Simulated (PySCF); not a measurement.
Molecule: Cd(OH)(SiH3), SMILES [Cd]([OH])[SiH3] (H4CdOSi). Atoms near the plane z = 0.0 Å, at the PBE0/def2-SVP optimised geometry (x, y, z in Å): Si4 (-0.5, -0.4, 0.0), H5 (1.0, -0.4, 0.0), H6 (-1.0, 1.0, 0.0).

Level of theory: PBE0/def2-TZVP, def2 effective core potentials past Kr (PySCF). The core electrons that the potentials of Cd replace are not part of the density. Cells within 0.4 Å of a nucleus heavier than hydrogen are left out (blank, or x). The values are rescaled to run from 0 to 1.

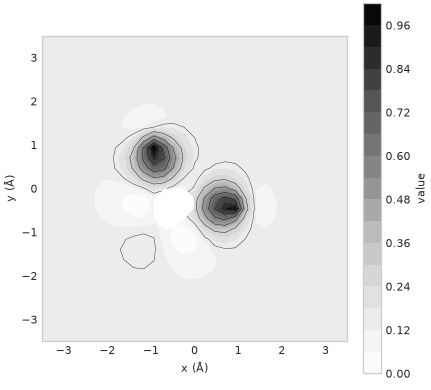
a field on the plane z = 0.0 Å.

Question: Which quantity is mapped?
A) an orbital amplitude
B) Laplacian of the electron density
C) deformation density (molecule minus spherical neutral atoms)
D) electrostatic potential

Answer: C, deformation density (molecule minus spherical neutral atoms). In full: deformation density (molecule minus spherical neutral atoms) (e/bohr³).
